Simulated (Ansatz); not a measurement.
# Lattice dynamics of Sn2C (model cell, started as cuprite), part 2 of 2

Wanted: phonon frequencies of Sn2C (model cell, started as cuprite) and what follows from them.

Ansatz 0.2.0; DFT PBEsol, scalar-relativistic, plane waves, PAW.

So far. Step 4 (Tight relaxation): The forces vanish by symmetry and the pressure is 0.001 GPa, within the tolerances set. The cell now holds 21.10 Å³/atom. The relaxed cell has a = 5.021 Å (conventional setting).

The structure was built from a prototype and need not be the compound's stable phase.

## (5) Modes at Γ

The zone centre comes first: it holds the modes that light can see, as far as symmetry allows. No field response is asked, since the mesh shows no gap.

Contents of input.yaml:

```yaml
crystal:
  lattice:
    - [5.0213021337, 0.0, 0.0]
    - [0.0, 5.0213021337, 0.0]
    - [0.0, 0.0, 5.0213021337]
  atoms:
    - { symbol: C, position: [0.0, 0.0, 0.0] }
    - { symbol: C, position: [0.5, 0.5, 0.5] }
    - { symbol: Sn, position: [0.25, 0.25, 0.25] }
    - { symbol: Sn, position: [0.75, 0.75, 0.25] }
    - { symbol: Sn, position: [0.75, 0.25, 0.75] }
    - { symbol: Sn, position: [0.25, 0.75, 0.75] }
kpoints:
  mp_grid: { grid: [8, 8, 8] }
hamiltonian:
  xc: pbesol
scf:
  occupations: { method: methfessel_paxton, width: 0.2 }
output:
  eigenvalues: true
phonons:
  method: dfpt
```

On the command line:

```bash
> ansatz run input.yaml --threads 8 --pin off --max-ram 14336MiB --backend cpu --events-out ev --progress --plain --runs-dir out
```

Numbers of over 12 decimals in the logs are rounded to 6 here.

The log of the run:

```text
[...]
Crystal: 6 atoms, lattice volume = 126.604 Å³
Basis set: ecut = 420 eV, 2517 PW (Γ), exchange–correlation on 72×72×72 points (8 copies of the dense FFT grid, shifted against one another)
Bands: 39, of which v1, the nominal top of the filled ones, is band 32 counted from 1 (31 counted from 0)
Symmetry: 48 space group operations
k-points: 150 of 512 (irreducible under 2 space group operations, time reversal used)
[...]
SCF iter   1: F=—  HF=-24285.407730 eV  |F-HF|=—  |Δ(HF+E_count)|=         —  Δρ=1.37e-2  dr2=3.81e-1  ethr=1.77e-3  ⟨swp⟩=7.9  Hψ=25898  notcnv=0
[...]
SCF iter  10: F=-24285.319558 eV  HF=-24285.319558 eV  |F-HF|=1.46e-11  |Δ(HF+E_count)|=  4.37e-11  S|Δr|=    0.00e0  Δρ=3.59e-8  dr2=1.46e-12  ethr=1.00e-12  ⟨swp⟩=11.3  Hψ=28064  notcnv=0
SCF 1 converged in 10 iterations: F = -24285.319558 eV  dr2 = 1.46e-12
[...]
DFPT response loops at Γ: preconditioner auto → Kerker (q_TF=auto, 2.435 Å⁻¹) (partly filled bands, converged f_vac=0.000); β = 1.00, the filter's whole step (`scf.mixing.beta` (0.50) is not read by the response loops under this deck's `scf.mixing.preconditioner`; to damp them name `kerker` or `kerker_dos`, under which they read `scf.mixing.beta`, and type it under 1.00, their step now; both keys bind the ground state too); Broyden in place of MSR1
SCF converged after 10 iterations
[...]
Free energy (F): -24285.319558 eV
[...]
Internal energy: -24285.310566 eV  (E = F + TS)
E sigma→0 (E₀):  -24285.317310 eV
Entropy (-TS):   -0.008992 eV (-1.499 meV/atom)
Fermi energy:    10.063991 eV
Step filling:    the computed levels leave a gap of 0.0000 eV = 0.0 smearing widths at the electron count; against every level under it full and every level over it empty, smearing changes F+E_penalty+E_count by -7.554 meV and its σ→0 estimate by -5.306 meV
[...]
--- Band table (eV; the first three rows and the last of 150) ---
  k-point 0: bands = [... 28 lower, 6.0869, 6.8092, 6.8092, 11.7989, 11.7989, 11.7989, 12.1481, 12.1481, ... 3 higher]
  k-point 1: bands = [... 28 lower, 6.9147, 7.0208, 7.2341, 11.2818, 11.2818, 11.2874, 12.0022, 12.5010, ... 3 higher]
  k-point 2: bands = [... 28 lower, 7.2285, 7.9962, 8.2670, 10.3065, 10.8279, 10.8279, 11.5667, 12.3184, ... 3 higher]
  k-point 149: bands = [... 28 lower, 9.6042, 9.6042, 9.6042, 10.1781, 11.2975, 11.2975, 11.2975, 14.1122, ... 3 higher]
--- Phonons (Γ-DFPT): 2 representative perturbations + reference, on 150 of 512 k-points (Σ response iterations 6) ---
  k mesh reduced under 2 symmetry operations, with k and −k counted as one. Each operation leaves every solved perturbation unchanged. A smaller set is not used because it would not reduce the number of displacements times k-points to solve
  ASR residual: 3.755e-6 → 0.000e0 eV/Å²; symmetrization residual: 1.430e-6 eV/Å²
  ASR residual per site (eV/Å²): 1.94e-6 1.94e-6 3.76e-6 3.76e-6 3.76e-6 3.76e-6
  Γ frequencies (cm⁻¹): -92.19 -92.19 -92.19 -77.79 -77.79 0.00 0.00 0.00 20.73 20.73 20.73 219.74 361.87 361.87 361.87 501.71 501.71 501.71
  non-analytic LO–TO correction: not included (Born effective charges unavailable; polar crystals: no LO–TO splitting at Γ)
```

The job ended after 28 s (8 threads of Arm Neoverse V2, shared host; peak memory 2.8 GiB; 3.5 min of CPU time).

This step gave:

```yaml
sum_rule_residual_before_enforcement: 3.76e-6 eV/Å²
point_group: m-3m
highest_optical_mode_at_the_zone_centre_no_lo_to_term: 501.7 cm⁻¹
lowest_optical_zone_centre_mode: -92.19 cm⁻¹
```

Patterns of degenerate modes are one choice out of their space. Modes at Γ, with each element's share of the kinetic energy (negative means imaginary):

```csv
mode,frequency (cm⁻¹),symmetry,C %,Sn %
1,-92.2,T2u,0,100
2,-92.2,T2u,0,100
3,-92.2,T2u,0,100
4,-77.8,Eu,0,100
5,-77.8,Eu,0,100
6,0.0,acoustic,5,95
7,0.0,acoustic,5,95
8,0.0,acoustic,5,95
9,20.7,T1u,12,88
10,20.7,T1u,12,88
11,20.7,T1u,12,88
12,219.7,A2u,0,100
13,361.9,T2g,100,0
14,361.9,T2g,100,0
15,361.9,T2g,100,0
16,501.7,T1u,84,16
17,501.7,T1u,84,16
18,501.7,T1u,84,16
```

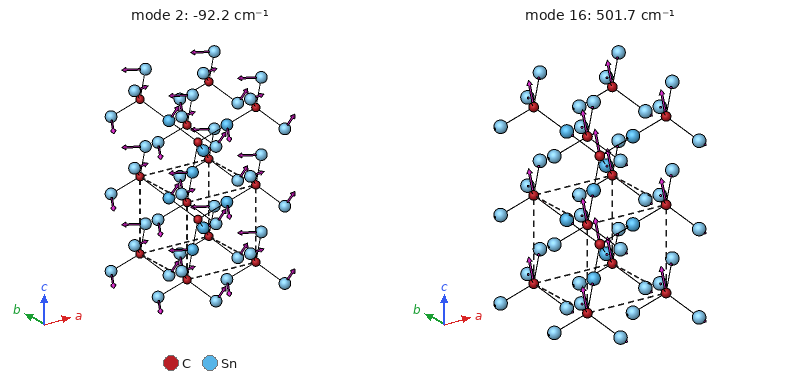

Displacement patterns of modes 2 and 16 at Γ; arrows are exaggerated. 1×1×2 cells are drawn. Some periodic images of atoms are drawn too.

Before it was imposed, the acoustic sum rule was missed by 3.8e-6 eV/Å². Small misses are needed for a sound result but don't prove that mesh and cutoff are converged. The lowest optical mode is imaginary, 92.2i cm⁻¹, so the energy falls along it.

## (6) The dispersion

Stability and thermal properties need the whole zone. Linear response on a 2×2×2 q mesh gives force constants as far as a supercell of that size would.

Edit input.yaml of step 5 so:

```diff
@@ -22 +22,8 @@
   method: dfpt
+  qmesh: [2, 2, 2]
+  temperatures: { t_max: 1000, t_step: 50 }
+  qpath:
+    path:
+      - [[0.0, 0.0, 0.0], [0.0, 0.5, 0.0], [0.5, 0.5, 0.0], [0.0, 0.0, 0.0], [0.5, 0.5, 0.5], [0.0, 0.5, 0.0]]
+      - [[0.5, 0.5, 0.5], [0.5, 0.5, 0.0]]
+    npoints: 10
```

The log of the run:

```text
Warning: phonons: the dynamical matrix that this run interpolates holds no multipole term above the dipole-dipole one, and a site of this crystal is no centre of inversion, so its interpolated transverse optical and acoustic branches and sound speeds can stay off near Gamma, and the density of states and the thermodynamics with them. What a run solves at a wave vector of phonons.qpoints, Gamma apart, where the deck admits one, is free of this, and under fd what a larger phonons.supercell samples
[...]
Crystal: 6 atoms, lattice volume = 126.604 Å³
Basis set: ecut = 420 eV, 2517 PW (Γ), exchange–correlation on 72×72×72 points (8 copies of the dense FFT grid, shifted against one another)
Bands: 39, of which v1, the nominal top of the filled ones, is band 32 counted from 1 (31 counted from 0)
Symmetry: 48 space group operations
k-points: 35 of 512
[...]
SCF iter   1: F=—  HF=-24285.407835 eV  |F-HF|=—  |Δ(HF+E_count)|=         —  Δρ=1.37e-2  dr2=3.81e-1  ethr=1.77e-3  ⟨swp⟩=7.8  Hψ=5931  notcnv=0
[...]
SCF iter  10: F=-24285.319558 eV  HF=-24285.319558 eV  |F-HF|=2.91e-11  |Δ(HF+E_count)|=  1.46e-11  S|Δr|=    0.00e0  Δρ=3.58e-8  dr2=1.43e-12  ethr=1.00e-12  ⟨swp⟩=11.4  Hψ=6574  notcnv=0
SCF 1 converged in 10 iterations: F = -24285.319558 eV  dr2 = 1.43e-12
[...]
SCF iter   5: F=-24285.319558 eV  HF=-24285.319558 eV  |F-HF|=1.46e-11  |Δ(HF+E_count)|=  7.28e-12  S|Δr|=    0.00e0  Δρ=5.92e-8  dr2=3.58e-12  ethr=1.00e-12  ⟨swp⟩=4.9  Hψ=3525  notcnv=0
SCF 2 converged in 5 iterations: F = -24285.319558 eV  dr2 = 3.58e-12
[...]
phonons: the bands overlap, so this run is a metal and interpolates without the dipole-dipole term. If the crystal is really an insulator or semiconductor, its LO-TO splitting is missing
NSCF: frozen V_eff on 35 k-points
[...]
DFPT response loops at q = (0, 0, 0) (fractional): preconditioner auto → Kerker (q_TF=auto, 2.435 Å⁻¹) (partly filled bands, converged f_vac=0.000); β = 1.00, the filter's whole step (`scf.mixing.beta` (0.50) is not read by the response loops under this deck's `scf.mixing.preconditioner`; to damp them name `kerker` or `kerker_dos`, under which they read `scf.mixing.beta`, and type it under 1.00, their step now; both keys bind the ground state too); Broyden in place of MSR1
[...]
SCF converged after 10 iterations
[...]
Free energy (F): -24285.319558 eV
[...]
Internal energy: -24285.310566 eV  (E = F + TS)
E sigma→0 (E₀):  -24285.317310 eV
Entropy (-TS):   -0.008992 eV (-1.499 meV/atom)
Fermi energy:    10.063991 eV
[...]
--- Band table (eV; the first three rows and the last of 35) ---
  k-point 0: bands = [... 28 lower, 6.0869, 6.8092, 6.8092, 11.7989, 11.7989, 11.7989, 12.1481, 12.1481, ... 3 higher]
  k-point 1: bands = [... 28 lower, 6.9147, 7.0208, 7.2341, 11.2818, 11.2818, 11.2874, 12.0022, 12.5010, ... 3 higher]
  k-point 2: bands = [... 28 lower, 7.2285, 7.9962, 8.2670, 10.3065, 10.8279, 10.8279, 11.5667, 12.3184, ... 3 higher]
  k-point 34: bands = [... 28 lower, 9.6042, 9.6042, 9.6042, 10.1781, 11.2975, 11.2975, 11.2975, 14.1122, ... 3 higher]
--- Phonons (Γ-DFPT): 2 representative perturbations + reference (Σ response iterations 6) ---
  ASR residual: 3.875e-6 → 0.000e0 eV/Å²; symmetrization residual: 4.923e-7 eV/Å²
  ASR residual per site (eV/Å²): 3.88e-6 3.88e-6 3.72e-6 3.72e-6 3.72e-6 3.72e-6
[...]
--- Phonons (arbitrary-q DFPT): 4 irreducible q on the 2×2×2 mesh ---
  q = [0.0000, 0.0000, 0.0000] (star 1, of the zone-centre solve; hermiticity 1.31e-7, symmetrization 1.62e-12): -92.19 -92.19 -92.19 -77.79 -77.79 -0.00 -0.00 0.00 20.73 20.73 20.73 219.74 361.87 361.87 361.87 501.71 501.71 501.71
  q = [0.0000, 0.0000, -0.5000] (star 3, 4 solved perturbations in 610 linear systems a pass and spin channel, the states on 260 of 512 k-point pairs; hermiticity 1.53e-7, symmetrization 1.18e-12): -92.74 -92.74 -74.21 -74.21 -73.91 -73.91 -31.67 -31.67 65.15 65.15 153.56 153.56 330.62 330.62 427.98 427.98 531.58 531.58
[...]
sum rule: each row above includes the acoustic sum rule's correction from the zone centre's row sums; it moved no ω² by more than (0.30 cm⁻¹)²
  mesh force constants: q→R imaginary residual 3.46e-17; ASR residual 3.875e-6 → 0.000e0 eV/Å²; symmetrization residual 6.217e-15 eV/Å²
  interpolated dispersion: 62 rows × 18 modes
  density of states and harmonic sums: on the 12×12×12 q-mesh, interpolated from the force constants of a 2×2×2 supercell (no non-analytic term)
  largest difference from the sums on the solved wave vectors: F 3.30e-2 eV, S 3.44e-5 and C_V 8.36e-6 eV/K
  zero-point energy: 0.180098 eV/cell   skipped modes (ω ≤ 0): 669, of them read as no rigid motion or as one in doubt: 666 (7.984e0 modes/cell left out, lowest -184.27 cm⁻¹)   left out of the sums: 4.44e-1 of the cell's modes: C_V's classical limit lies that fraction below 3 k_B per atom; for a crystal, a wire or a layer, F and S can be off by more, and a phonons.interpolated_qmesh denser along its periods is the remedy for the sampling
```

The job ended after 2.1 min (8 threads; peak memory 3.4 GiB; 16 min of CPU time).

Numbers from this step:

```yaml
sum_rule_residual_before_enforcement: 3.88e-6 eV/Å²
lowest_frequency_on_the_path: -184.3 cm⁻¹
highest_frequency_on_the_path_or_at_a_solved_wavevector: 535.2 cm⁻¹
lowest_mode_on_the_q_mesh_acoustic_modes_at_gamma_apart: -184.3 cm⁻¹
```

Frequencies (cm⁻¹) solved at each irreducible wavevector; negative means imaginary. Frequencies by wavevector, by row:

```csv
q in reciprocal lattice units,star,mode 1,mode 2,mode 3,mode 4,mode 16,mode 17,mode 18
0 0 0,1,-92.2,-92.2,-92.2,-77.8,501.7,501.7,501.7
0 0 -0.5,3,-92.7,-92.7,-74.2,-74.2,428,531.6,531.6
0 -0.5 -0.5,3,-184.3,-184.3,-81.5,-81.5,441,512.2,512.2
-0.5 -0.5 -0.5,1,-137.9,-137.9,-137.9,-81.8,496.2,496.2,496.2
```

Interpolated from a 2×2×2 q mesh. The phonon branches at the labelled points (cm⁻¹):

```csv
point,branch 1,branch 2,branch 3,branch 4,branch 15,branch 16,branch 17,branch 18
Γ,-92,-92,-92,-78,362,502,502,502
X,-93,-93,-74,-74,428,428,532,532
M,-184,-184,-82,-82,441,441,512,512
Γ,-92,-92,-92,-78,362,502,502,502
R,-138,-138,-138,-82,378,496,496,496
X,-93,-93,-74,-74,428,428,532,532
jump to R,-138,-138,-138,-82,378,496,496,496
M,-184,-184,-82,-82,441,441,512,512
```

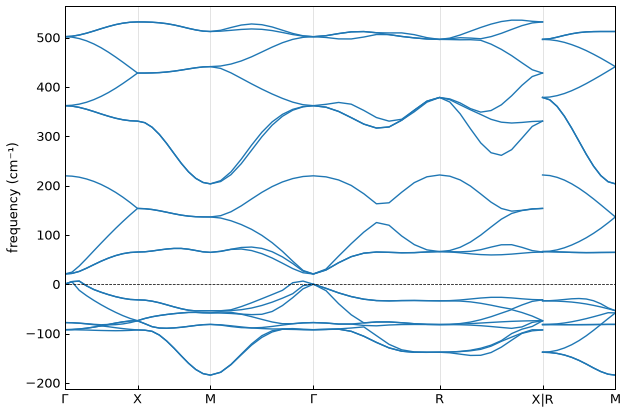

Phonon branches along the path.

The phonon density of states has structure finer than the step of the table below, so its rows give means over 50 cm⁻¹, whole bins alone (the curve runs from -185 to 535 cm⁻¹). Peaks (cm⁻¹: height): -85.0: 0.148, -35.0: 0.0719, 65.0: 0.116, 125.0: 0.0289, 325.0: 0.0262, 515.0: 0.0888.

Tetrahedra on a 12×12×12 mesh, mean over bins of 10 cm-1. Interpolated from a 2×2×2 q mesh. Phonon density of states against wavenumber; means over each step:

```csv
wavenumber (cm⁻¹),phonon density of states (1/cm⁻¹/cell)
-150,0.0202
-100,0.0706
-50,0.0607
0,0.00819
50,0.0359
100,0.0182
150,0.0178
200,0.00893
250,0.00969
300,0.0202
350,0.0152
400,0.0132
450,0.0112
500,0.0403
```

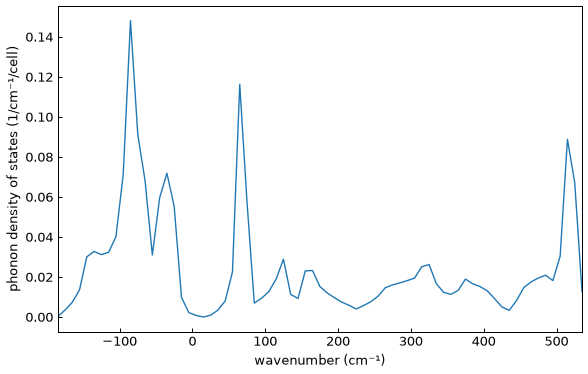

Phonon density of states, plotted against wavenumber.

The partial phonon density of states has structure finer than the step of the table below, so its rows give means over 50 cm⁻¹, whole bins alone (the curve runs from -190 to 560 cm⁻¹). Peaks (cm⁻¹: height): C 65.1: 0.0109, 329.2: 0.0231, 517.8: 0.0665; Sn -85.8: 0.132, -33.9: 0.0709, 65.1: 0.0837.

Phonopy on the run's constants, 11x11x11 mesh, Gaussian sigma 5.4 cm-1. Interpolated from a 2×2×2 q mesh. Partial phonon density of states against wavenumber; means over each step; values in 1/cm⁻¹/cell:

```csv
wavenumber (cm⁻¹),C,Sn
-150,0.00293,0.0173
-100,0.00159,0.0685
-50,3.2e-4,0.0608
0,5.3e-5,0.00799
50,0.00422,0.0311
100,0.00233,0.0162
150,0.00246,0.0153
200,0.00165,0.00788
250,0.00812,0.00158
300,0.0174,0.00141
350,0.0153,0.00112
400,0.0111,0.00158
450,0.00968,0.00164
500,0.0337,0.00579
```

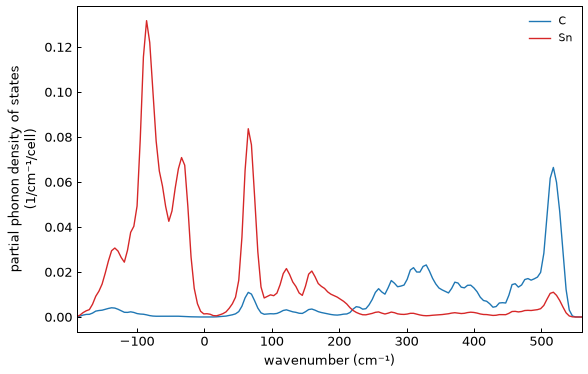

Partial phonon density of states against wavenumber.

Symmetry leaves 4 wavevectors to solve. The lowest mode among them, the acoustic zeros apart, lies at q = (0, -0.5, -0.5) and is imaginary, 184.3i cm⁻¹, so the energy falls along it.

## (7) Outcome

```json
{
  "space group after relaxation (within 0.01 Å)": "Pn-3m",
  "volume per atom": "21.1 Å³",
  "electronic character": "no gap on this mesh",
  "highest optical mode at the zone centre (no LO-TO term)": "502 cm⁻¹",
  "lowest optical zone-centre mode": "-92.2 cm⁻¹",
  "lowest mode on the q mesh (acoustic modes at Γ apart)": "-184 cm⁻¹",
  "highest frequency on the path or at a solved wavevector": "535 cm⁻¹",
  "imaginary modes on the 2×2×2 q mesh": "yes"
}
```

In words: Modes are clearly imaginary (beyond 10i cm⁻¹) at 4 of the 4 irreducible wavevectors, most at q = (0, -0.5, -0.5) (184.3i cm⁻¹), so this structure is not a minimum of the energy. The optical modes at Γ span -92 to 502 cm⁻¹ (negative means imaginary). The highest mode in this list at Γ, 501.7 cm⁻¹, is mostly motion of C (84 % of the kinetic energy). With no gap, or one that is small against the smearing, the frequencies hang on the k mesh and the smearing, most of all near Kohn anomalies. Spin-orbit coupling is left out, which can matter for the heavy elements here. A phonon run warned that its eigensolver left some bands unconverged in a pass. The starting cell was built on a prototype and not taken from a measurement, so the phase need not exist. These are harmonic frequencies at zero temperature: anharmonic shifts, linewidths and thermal expansion are left out.

[Logs are printed without paths, hosts, clocks, repeated set-up lines and the standing remarks that a program may print on its own settings, such as how far it seeks lower states.]

[Hosts, paths, dates, database ids (printed as entryN), source tags and the programs' standing remarks are cut or masked in the printed files.]
